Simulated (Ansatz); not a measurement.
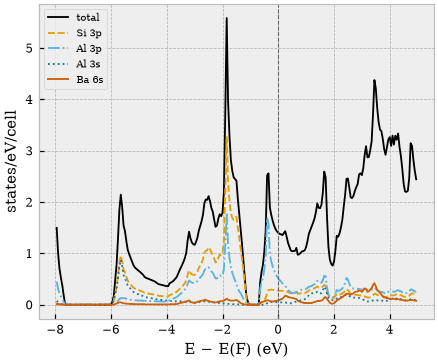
Total and projected density of states of BaAlSi in space group P-6m2 (No. 187; Ba on 1a, Al on 1f, Si on 1d), the program Ansatz at the r²SCAN level (PAW)

**Question.** Which orbitals carry the states next to the Fermi level?

**Answer.** Within 0.5 eV of the Fermi level: Al 3p 42 %, Si 3p 17 %, Ba 6s 7 %, outside the projected shells 28 %. Projections are on Löwdin-orthogonalised atomic valence shells; empty p or d shells of many metals are not among them.

**Question.** Where is the tallest occupied peak in this window, and what makes it?

**Answer.** Near -1.8 eV, about 5.6 states/eV per cell; the largest projected share is Si 3p.

The first step of the workflow began from a Materials Project structure, measured or hypothetical; the Crystallography Open Database copy checked does not list it. With Al and Si taken as one species the cell has the higher symmetry P6/mmm, so it may be an ordered model of a mixed-site phase. Its standing as an ambient phase is unchecked. The cell was relaxed with r²SCAN under the symmetry of its start; its stability against distortions is not shown here. Spin–orbit coupling is left out wherever it is not named.

Potentials: the later of the program's two PAW sets.
